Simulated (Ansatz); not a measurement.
# Alloy of ZnO and MgO (9 of 48 Zn sites exchanged), 96 atoms, part 1 of 2

Wanted: the relaxed alloy cell and its gap (PBEsol and HSE06).

All numbers are computed with Ansatz 0.2.0 (PAW, plane waves).

## 1. The starting cell

96 atoms (39 Zn, 9 Mg, 48 O); a = 9.731 Å, b = 11.236 Å, c = 10.357 Å, α = 90.00°, β = 90.00°, γ = 90.00°. All atoms were shaken off their sites by about 0.02 Å along each axis.

The runs, in order: (2) PBEsol cell relaxation at the single k point (¼, ¼, ¼), on 1 × NVIDIA H100 80GB HBM3 with 4 threads of AMD EPYC 7R13; (3) HSE06 single point at the Γ point alone, on 1 × NVIDIA H100 80GB HBM3 with 4 threads of AMD EPYC 7R13.

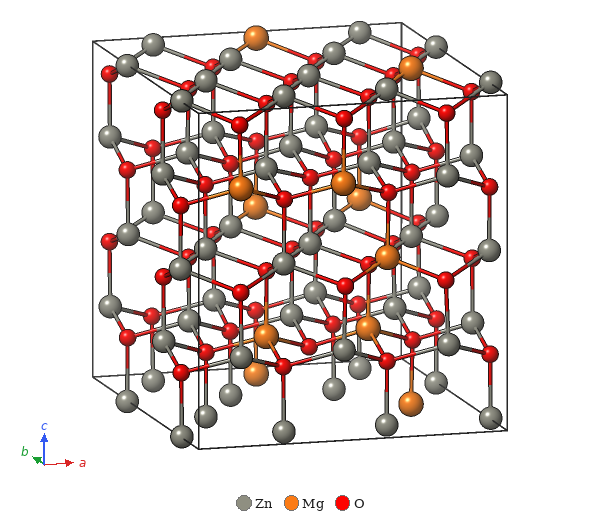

Start, viewed slightly off an axis; zinc grey, magnesium orange, oxygen red. Atoms on faces are repeated.

## 2. Relaxing cell and atoms with PBEsol

File in.yaml:

```yaml
crystal:
  lattice:
    - [9.730821, 0.000000, 0.000000]
    - [0.000000, 11.236184, 0.000000]
    - [0.000000, 0.000000, 10.356953]
  atoms:
    - { symbol: Zn, position: [0.166257, 0.080623, 0.246845] }
    - { symbol: Zn, position: [0.000516, 0.329985, 0.250159] }
    - { symbol: Zn, position: [0.998301, 0.333924, 0.747983] }
    - { symbol: Zn, position: [0.500372, 0.085190, 0.249521] }
    - { symbol: Zn, position: [0.333743, 0.335476, 0.745078] }
    - { symbol: Zn, position: [0.169690, 0.582602, 0.247521] }
    - { symbol: Zn, position: [0.163938, 0.583616, 0.747925] }
    - { symbol: Zn, position: [0.999554, 0.832207, 0.245812] }
    - { symbol: Zn, position: [0.000235, 0.836679, 0.750342] }
    - { symbol: Zn, position: [0.838512, 0.083650, 0.247252] }
    - { symbol: Zn, position: [0.834835, 0.082570, 0.750451] }
    - { symbol: Zn, position: [0.666598, 0.333346, 0.745184] }
    - { symbol: Zn, position: [0.501098, 0.583348, 0.245816] }
    - { symbol: Zn, position: [0.498044, 0.582991, 0.749523] }
    - { symbol: Zn, position: [0.336234, 0.833024, 0.246672] }
    - { symbol: Zn, position: [0.333415, 0.834677, 0.745739] }
    - { symbol: Zn, position: [0.835163, 0.582357, 0.248354] }
    - { symbol: Zn, position: [0.831249, 0.580056, 0.744371] }
    - { symbol: Zn, position: [0.663906, 0.834925, 0.250071] }
    - { symbol: Zn, position: [0.667603, 0.834585, 0.744309] }
    - { symbol: Zn, position: [0.999013, 0.167819, 0.500525] }
    - { symbol: Zn, position: [0.003650, 0.167816, 0.000926] }
    - { symbol: Zn, position: [0.333174, 0.166617, 0.497890] }
    - { symbol: Zn, position: [0.333989, 0.167582, 0.997176] }
    - { symbol: Zn, position: [0.165873, 0.416483, 0.497512] }
    - { symbol: Zn, position: [0.166417, 0.415260, 0.998339] }
    - { symbol: Zn, position: [0.000710, 0.665598, 0.496394] }
    - { symbol: Zn, position: [0.998622, 0.668903, 0.998541] }
    - { symbol: Zn, position: [0.666404, 0.166355, 0.999576] }
    - { symbol: Zn, position: [0.503258, 0.414577, 0.495356] }
    - { symbol: Zn, position: [0.499431, 0.416504, 0.995532] }
    - { symbol: Zn, position: [0.332280, 0.664998, 0.501518] }
    - { symbol: Zn, position: [0.331753, 0.664781, 0.999784] }
    - { symbol: Zn, position: [0.166424, 0.914476, 0.498918] }
    - { symbol: Zn, position: [0.167747, 0.916914, 0.997695] }
    - { symbol: Zn, position: [0.832716, 0.418847, 0.498378] }
    - { symbol: Zn, position: [0.669476, 0.667629, 0.500455] }
    - { symbol: Zn, position: [0.665866, 0.662595, 0.999385] }
    - { symbol: Zn, position: [0.836342, 0.915851, 0.997657] }
    - { symbol: Mg, position: [0.165450, 0.081494, 0.749555] }
    - { symbol: Mg, position: [0.497946, 0.083819, 0.745935] }
    - { symbol: Mg, position: [0.333610, 0.333348, 0.245850] }
    - { symbol: Mg, position: [0.662480, 0.330579, 0.251988] }
    - { symbol: Mg, position: [0.669149, 0.167041, 0.498387] }
    - { symbol: Mg, position: [0.831392, 0.417878, 0.998618] }
    - { symbol: Mg, position: [0.499295, 0.917647, 0.496313] }
    - { symbol: Mg, position: [0.499755, 0.912925, 0.000397] }
    - { symbol: Mg, position: [0.834447, 0.913881, 0.504461] }
    - { symbol: O, position: [0.001844, 0.168755, 0.191185] }
    - { symbol: O, position: [0.000025, 0.168498, 0.689567] }
    - { symbol: O, position: [0.332383, 0.169538, 0.191018] }
    - { symbol: O, position: [0.335595, 0.168106, 0.689736] }
    - { symbol: O, position: [0.167388, 0.417795, 0.189362] }
    - { symbol: O, position: [0.164336, 0.416537, 0.688858] }
    - { symbol: O, position: [0.999215, 0.667703, 0.188878] }
    - { symbol: O, position: [0.998695, 0.668442, 0.688161] }
    - { symbol: O, position: [0.667748, 0.167335, 0.189020] }
    - { symbol: O, position: [0.673287, 0.169088, 0.691019] }
    - { symbol: O, position: [0.499237, 0.412394, 0.188721] }
    - { symbol: O, position: [0.505337, 0.416616, 0.691058] }
    - { symbol: O, position: [0.331724, 0.668234, 0.189111] }
    - { symbol: O, position: [0.332010, 0.667918, 0.688363] }
    - { symbol: O, position: [0.163396, 0.917733, 0.189381] }
    - { symbol: O, position: [0.166204, 0.916669, 0.689599] }
    - { symbol: O, position: [0.836008, 0.417301, 0.189257] }
    - { symbol: O, position: [0.831858, 0.411690, 0.689825] }
    - { symbol: O, position: [0.664268, 0.668031, 0.191358] }
    - { symbol: O, position: [0.665908, 0.664857, 0.683300] }
    - { symbol: O, position: [0.498581, 0.915930, 0.188685] }
    - { symbol: O, position: [0.503072, 0.917021, 0.691589] }
    - { symbol: O, position: [0.831381, 0.918076, 0.187811] }
    - { symbol: O, position: [0.833779, 0.913414, 0.687725] }
    - { symbol: O, position: [0.165990, 0.085133, 0.439087] }
    - { symbol: O, position: [0.161167, 0.082272, 0.938698] }
    - { symbol: O, position: [0.001458, 0.335595, 0.441163] }
    - { symbol: O, position: [0.998541, 0.334631, 0.937677] }
    - { symbol: O, position: [0.504046, 0.082678, 0.440037] }
    - { symbol: O, position: [0.500111, 0.082324, 0.939215] }
    - { symbol: O, position: [0.334222, 0.333039, 0.441007] }
    - { symbol: O, position: [0.334719, 0.333175, 0.939274] }
    - { symbol: O, position: [0.167482, 0.583302, 0.436481] }
    - { symbol: O, position: [0.167895, 0.582631, 0.938438] }
    - { symbol: O, position: [0.998171, 0.835728, 0.438553] }
    - { symbol: O, position: [0.997656, 0.833737, 0.938164] }
    - { symbol: O, position: [0.828872, 0.082365, 0.439805] }
    - { symbol: O, position: [0.832181, 0.083801, 0.936972] }
    - { symbol: O, position: [0.666133, 0.334754, 0.440858] }
    - { symbol: O, position: [0.666446, 0.335837, 0.939508] }
    - { symbol: O, position: [0.504177, 0.584989, 0.441930] }
    - { symbol: O, position: [0.501082, 0.582984, 0.941055] }
    - { symbol: O, position: [0.333431, 0.833291, 0.441170] }
    - { symbol: O, position: [0.332812, 0.832912, 0.939788] }
    - { symbol: O, position: [0.828946, 0.581325, 0.440444] }
    - { symbol: O, position: [0.830592, 0.581882, 0.940777] }
    - { symbol: O, position: [0.665618, 0.829445, 0.440236] }
    - { symbol: O, position: [0.665836, 0.831788, 0.938926] }
  symmetry: { detect: false }
kpoints:
  mp_grid: { grid: [1, 1, 1], shift: [0.25, 0.25, 0.25] }
hamiltonian:
  xc: pbesol
scf:
  occupations: { method: fermi_dirac, width: 0.01 }
relax:
  f_tol: 0.03
  max_steps: 80
  escape_saddle: false
  adjacent_minimum: "off"
  cell: { fix: [alpha, beta, gamma] }
output:
  forces: true
  eigenvalues: true
  populations: true
```

Command:

```
$ ansatz run in.yaml --threads 4 --pin off --max-ram 42750MiB --runs-dir r --events-out ev --progress --plain --backend cuda --devices 0, --max-vram 37GiB
```

The program printed:

```text
Pseudopotentials: kind: paw
Functional definition: PBEsol
  exchange = pbesol_x
  correlation = pbesol_c
Crystal: 96 atoms, lattice volume = 1132.401 Å³
Basis set: ecut = 420 eV, 22163 PW (Γ), exchange–correlation on 144×160×144 points (8 copies of the dense FFT grid, shifted against one another)
Bands: 519, of which v1, the nominal top of the filled ones, is band 423 counted from 1 (422 counted from 0)
Symmetry: 1 space group operations
k-points: 1
Non-local potential: Zn, projectors of the file, l = 0: 2, l = 1: 2, l = 2: 3, l = 3: 1
Non-local potential: Mg, projectors of the file, l = 0: 3, l = 1: 2, l = 2: 1
Non-local potential: O, projectors of the file, l = 0: 2, l = 1: 2, l = 2: 1
PAW form: soft (Blöchl's): semilocal exchange-correlation on the pseudo side does not see the compensation charge
PAW frozen core: Zn, regenerated for the run's functional, and the local potential with it (the file was generated under x = pbe(κ = 0.804, μ = 0.2195149727645171), c = pbe(β = 0.06672455060314922))
PAW frozen core: Mg, regenerated for the run's functional, and the local potential with it (the file was generated under x = pbe(κ = 0.804, μ = 0.2195149727645171), c = pbe(β = 0.06672455060314922))
PAW frozen core: O, regenerated for the run's functional, and the local potential with it (the file was generated under x = pbe(κ = 0.804, μ = 0.2195149727645171), c = pbe(β = 0.06672455060314922))
PAW one-centre angular grid: Zn, 590 points (default); XC on 64 Gauss nodes
PAW one-centre angular grid: Mg, 110 points (default); XC on 64 Gauss nodes
PAW one-centre angular grid: O, 110 points (default); XC on 64 Gauss nodes
Initial density: superposition of atomic densities (neutral atoms: chi_scale 0, normalization atom), corrected by the library's trained network
Initial wavefunctions: pseudopotential atomic-orbital guess
Functional: x = pbesol(κ = 0.804, μ = 0.12345679012345678), c = pbesol(β = 0.046)
SCF iter   1: F=—  HF=-172123.920924 eV  |F-HF|=—  |Δ(HF+E_count)|=         —  Δρ=1.55e-2  dr2=2.22e0  ethr=1.77e-3  ⟨swp⟩=6.0  Hψ=2164  notcnv=0  defer=2
preconditioner: auto → Resta (q_TF=auto, 2.599 Å⁻¹)  ε∞=6.8  [insulator: Δε(μ)=1.979 eV  Ē_g=12.744 eV  σ=0.010 eV  W_gap=1.00  n_scr=336 (ndim 8)  ℏωp=30.7 eV  f_vac=0.036  D(μ)=0.00/eV (n_scr^D=0)  ε∞_Penn≈6.8]
SCF iter   2: F=—  HF=-172123.314108 eV  |F-HF|=—  |Δ(HF+E_count)|=   6.07e-1  Δρ=2.20e-3  dr2=2.79e-2  ethr=2.63e-4  ⟨swp⟩=3.0  Hψ=988  notcnv=0  defer=92
SCF iter   3: F=—  HF=-172123.314593 eV  |F-HF|=—  |Δ(HF+E_count)|=   4.85e-4  Δρ=1.18e-3  dr2=1.32e-2  ethr=3.30e-6  ⟨swp⟩=2.0  Hψ=845  notcnv=0  defer=92
SCF iter   4: F=—  HF=-172123.316695 eV  |F-HF|=—  |Δ(HF+E_count)|=   2.10e-3  Δρ=4.48e-4  dr2=2.20e-3  ethr=1.56e-6  ⟨swp⟩=3.0  Hψ=780  notcnv=0  defer=92
SCF iter   5: F=—  HF=-172123.311786 eV  |F-HF|=—  |Δ(HF+E_count)|=   4.91e-3  Δρ=1.47e-4  dr2=2.97e-4  ethr=2.60e-7  ⟨swp⟩=2.0  Hψ=850  notcnv=0  defer=92
SCF iter   6: F=—  HF=-172123.311824 eV  |F-HF|=—  |Δ(HF+E_count)|=   3.82e-5  Δρ=7.48e-5  dr2=4.93e-5  ethr=3.51e-8  ⟨swp⟩=2.0  Hψ=841  notcnv=0  defer=92
SCF iter   7: F=—  HF=-172123.316112 eV  |F-HF|=—  |Δ(HF+E_count)|=   4.29e-3  Δρ=3.50e-5  dr2=1.13e-5  ethr=5.83e-9  ⟨swp⟩=2.0  Hψ=845  notcnv=0  defer=92
SCF iter   8: F=—  HF=-172123.316111 eV  |F-HF|=—  |Δ(HF+E_count)|=   4.22e-7  Δρ=9.57e-6  dr2=9.11e-7  ethr=1.34e-9  ⟨swp⟩=2.0  Hψ=814  notcnv=0  defer=92
SCF iter   9: F=—  HF=-172123.316113 eV  |F-HF|=—  |Δ(HF+E_count)|=   1.37e-6  Δρ=4.82e-6  dr2=2.52e-7  ethr=1.08e-10  ⟨swp⟩=2.0  Hψ=814  notcnv=0  defer=92
SCF iter  10: F=—  HF=-172123.316113 eV  |F-HF|=—  |Δ(HF+E_count)|=   3.82e-8  Δρ=3.46e-6  dr2=1.07e-7  ethr=1.18e-11  ⟨swp⟩=12.0  Hψ=2998  notcnv=0
SCF iter  11: F=-172123.316113 eV  HF=-172123.316113 eV  |F-HF|=3.17e-9  |Δ(HF+E_count)|=   1.32e-8  Δρ=6.67e-7  dr2=4.47e-9  ethr=1.18e-11  ⟨swp⟩=3.0  Hψ=1333  notcnv=0
SCF 1 converged in 11 iterations: F = -172123.316113 eV  dr2 = 4.47e-9
relax step   1: F+E_penalty+E_count = -172123.31611257 eV  Δ(F+E_penalty+E_count) = +0.000e0 eV  max|allowed force component| = 1.121e0 eV/Å  Δτ_max = 0.0000 Å  P = +0.239 GPa  Ω = 1132.401 Å³  fix = [alpha, beta, gamma]  reactions: alpha -0.098, beta +0.173, gamma +0.274 GPa/rad  (11 SCF iters, dr2 threshold 1.00e-7 eV, accepted)
[... 13 lines left out ...]
relax step   2: F+E_penalty+E_count = -172123.78098938 eV  Δ(F+E_penalty+E_count) = -4.649e-1 eV  max|allowed force component| = 6.690e-1 eV/Å  Δτ_max = 0.0418 Å  P = +0.113 GPa  Ω = 1132.441 Å³  energy of the carried Pulay correction = -1.793e-4 eV  fix = [alpha, beta, gamma]  reactions: alpha -0.061, beta +0.145, gamma +0.211 GPa/rad  (7 SCF iters, dr2 threshold 9.60e-6 eV, accepted)
[... 3 lines left out ...]
relax step   3: F+E_penalty+E_count = -172124.11287538 eV  Δ(F+E_penalty+E_count) = -3.319e-1 eV  max|allowed force component| = 1.850e-2 eV/Å  Δτ_max = 0.0503 Å  P = +0.074 GPa  Ω = 1131.895 Å³  energy of the carried Pulay correction = +2.260e-3 eV  fix = [alpha, beta, gamma]  reactions: alpha +0.062, beta +0.060, gamma +0.025 GPa/rad  (7 SCF iters, dr2 threshold 9.60e-6 eV, accepted)
[... 5 lines left out ...]
relax step   4: F+E_penalty+E_count = -172124.10921785 eV  Δ(F+E_penalty+E_count) = +3.658e-3 eV  max|allowed force component| = 2.677e-3 eV/Å  Δτ_max = 0.0043 Å  P = -0.056 GPa  Ω = 1132.898 Å³  energy of the carried Pulay correction = -2.215e-3 eV  fix = [alpha, beta, gamma]  reactions: alpha +0.063, beta +0.055, gamma +0.030 GPa/rad  (8 SCF iters, dr2 threshold 1.48e-8 eV, accepted)
[... 9 lines left out ...]
relax step   5: F+E_penalty+E_count = -172124.11123297 eV  Δ(F+E_penalty+E_count) = -2.015e-3 eV  max|allowed force component| = 7.263e-4 eV/Å  Δτ_max = 0.0004 Å  P = -0.000 GPa  Ω = 1132.465 Å³  energy of the carried Pulay correction = -2.860e-4 eV  fix = [alpha, beta, gamma]  reactions: alpha +0.063, beta +0.055, gamma +0.030 GPa/rad  (6 SCF iters, dr2 threshold 9.21e-9 eV, accepted)
[... 10 lines left out ...]
relax step   6: F+E_penalty+E_count = -172124.11229191 eV  Δ(F+E_penalty+E_count) = -1.059e-3 eV  max|allowed force component| = 6.889e-4 eV/Å  Δτ_max = 0.0000 Å  P = +0.005 GPa  Ω = 1132.465 Å³  fix = [alpha, beta, gamma]  reactions: alpha +0.058, beta +0.063, gamma +0.037 GPa/rad  stress off target by 4.22e-2 GPa on what of the cell is left free  SCF on the basis re-selected at this cell (its en [...]
SCF converged after 5 iterations
Free energy (F): -172124.112292 eV
Harris-Foulkes:  -172124.112292 eV  (|F-HF|=9.60e-10)
Internal energy: -172124.112292 eV  (E = F + TS)
E sigma→0 (E₀):  -172124.112292 eV
Fermi energy:    7.771263 eV
--- Per-component energies (eV) ---
  E_band       = -1791.233005
  E_kinetic    = 14192.249451
  E_local      = -94869.282700  (includes V_loc(G=0)·N_el)
  E_nonlocal   = 27386.402112
  E_hartree    = 37994.318901
  E_xc         = -9022.178037
  E_vxc        = -6842.888412  (∫ρ·V_xc dr)
  E_paw        = -79837.903201  (= ΣΔE_a)
  E_vpaw       = -17646.453579  (= ΣTr[D̂ρ^β])
  E_aug_tail   = 0.104696  (compensation charges beyond the density's cutoff)
  E_ewald      = -68001.143937
  E_core_change = 33.320422  (= ΣΔE_core)
  E_smearing   = -0.000000  (= −TS)
  E_closure    = -0.000000  (closes the sum)
  Σ components = -172124.112292   (vs F -172124.112292, Δ=0.00e0)
--- Forces (eV/Å), atoms counted from 1 ---
  atom   1  Zn     0.00002600     0.00016506    -0.00019327
  atom   2  Zn     0.00026355     0.00013496    -0.00042154
  atom   3  Zn     0.00015588    -0.00050003    -0.00044010
[... 3 atoms left out ...]
  atom   7  Zn     0.00038950    -0.00015568    -0.00055358
[... 21 atoms left out ...]
  atom  29  Zn    -0.00022385     0.00047927    -0.00046702
[... 7 atoms left out ...]
  atom  37  Zn     0.00018158     0.00022737    -0.00059799
[... 4 atoms left out ...]
  atom  42  Mg     0.00024608    -0.00005599    -0.00069001
[... 7 atoms left out ...]
  atom  50  O     -0.00042512     0.00027648     0.00059810
[... 20 atoms left out ...]
  atom  71  O      0.00016711     0.00010245     0.00068613
[... 13 atoms left out ...]
  atom  85  O     -0.00009976    -0.00000504     0.00065509
[... 11 atoms left out ...]
  max |Σ_I F_I| component: 1.09e-4 eV/Å
--- Stress (GPa, compression-positive) ---
       -0.010674      -0.037332      -0.062905
       -0.037332      -0.015409      -0.058326
       -0.062905      -0.058326       0.042214
  P = ⅓ Tr σ = 0.0054 GPa (0.054 kbar)
--- Band table (eV) ---
  k-point 0: bands = [... 411 lower levels ..., "6.2211", "6.2319", "6.2822", "6.3023", "6.4070", "6.4101", "6.4592", "6.4723", "6.5250", "6.5489", "6.6894", "6.7332", "8.8092", "9.8858", "10.0962", "10.1841", "10.8124", "10.9078", "11.0279", "11.3078", "11.5424", "11.5631", "11.8212", "11.9195", ... 84 higher levels ...]
--- Relaxed structure (5 steps of the walk, 5 accepted, 1 SCFs on fresh bases) ---
  F+E_penalty+E_count = -172124.11229191 eV   max|allowed force component| = 6.889e-4 eV/Å   (the final SCF, on the basis selected at the relaxed cell)
  cell:  # Å, volume = 1132.4653 Å³
    - [9.718408691751128, -8.364870858943558e-145, 1.3951952920735952e-144]
    - [-9.658920671475495e-145, 11.21462137281198, -2.1815743315105802e-144]
    - [1.4849694661763378e-144, -2.010866217344029e-144, 10.390707733020983]
  atoms:
    - { symbol: Zn, position: [0.16705761556953264, 0.08293674044770143, 0.2498154445150059] }
    - { symbol: Zn, position: [-0.0011497515895750373, 0.3348513332243772, 0.24826077101944163] }
[... 94 atoms left out; the next input holds them all, rounded ...]
--- Löwdin populations: 96 sites ---
  site symbol       q [e]
     0     Zn     10.5814
     1     Zn     10.5832
[... 94 atoms left out ...]
  spilling = 0.009844 (of n_electrons = 846.000000)
```

It took 12 s on 1 × NVIDIA H100 80GB HBM3 with 4 threads of AMD EPYC 7R13, shared host; peak host memory 1.6 GiB.

Recorded steps of the relaxation (solves on a freshly chosen basis count as rows, and their energies jump a little):

```tsv
accepted step	energy change (eV)	largest force component (eV/Å)	SCF cycles	pressure (GPa)
1	0.000	1.121	11	0.24
2	-0.465	0.669	7	0.11
3	-0.797	0.019	7	0.07
4	-0.793	0.003	8	-0.06
5	-0.795	0.001	6	0.00
6	-0.796	0.001	5	0.01
```

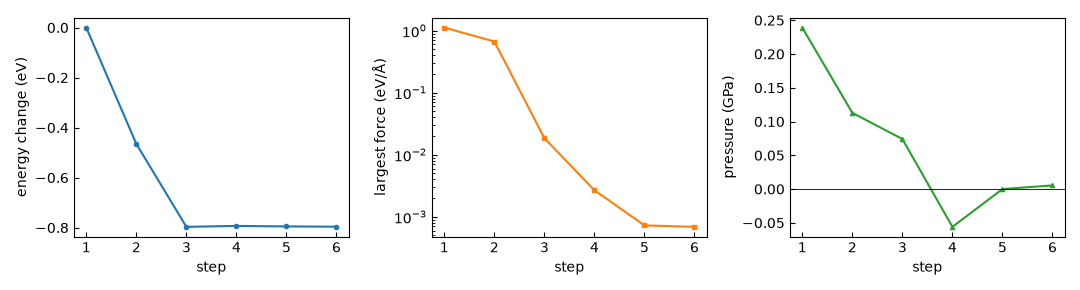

Energy, largest force component and pressure along the relaxation.

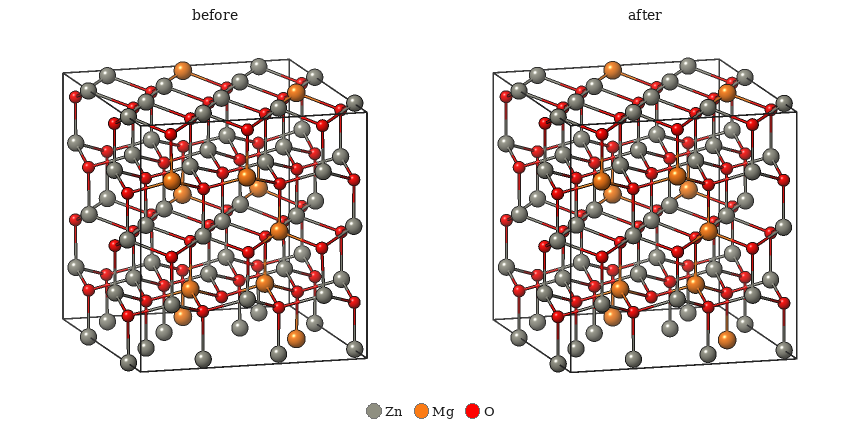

Before and after, at one scale.

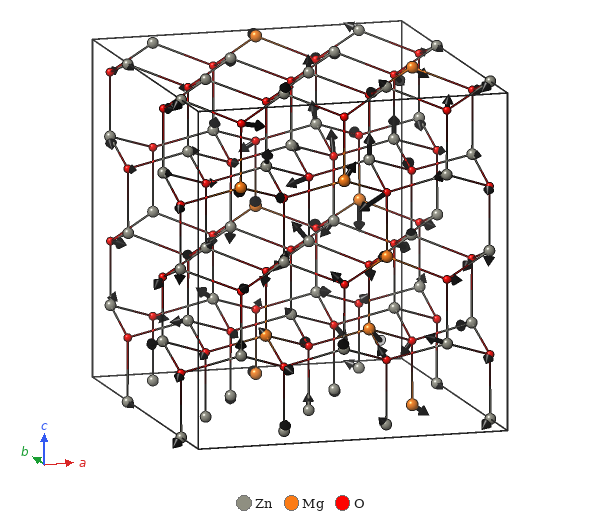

The relaxed cell; black arrows show the larger shifts of the atoms, drawn 15 times longer.

|  | before | after | change |
| --- | --- | --- | --- |
| a (Å) | 9.731 | 9.718 | -0.13 % |
| b (Å) | 11.236 | 11.215 | -0.19 % |
| c (Å) | 10.357 | 10.391 | +0.33 % |
| volume (Å³/atom) | 11.796 | 11.797 | +0.01 % |

Bond lengths by pair after relaxation (within a distance cut, which drops stretched bonds):

```tsv
pair	count	mean (Å)	spread (Å)	least	most
Mg–O	36	1.969	0.006	1.960	1.983
O–Zn	156	1.972	0.006	1.961	1.985
```

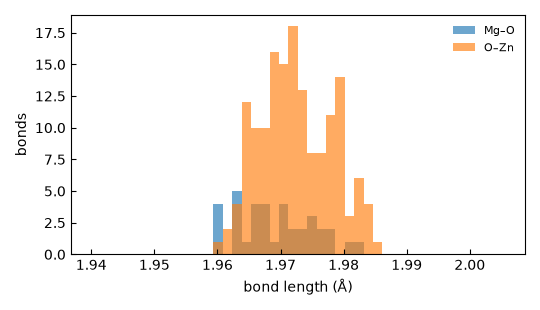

Spread of the bond lengths.

Spacing of the frontier levels at the single k point (¼, ¼, ¼): 2.08 eV (6.733 to 8.809 eV).

(Continued in part 2 of 2.)
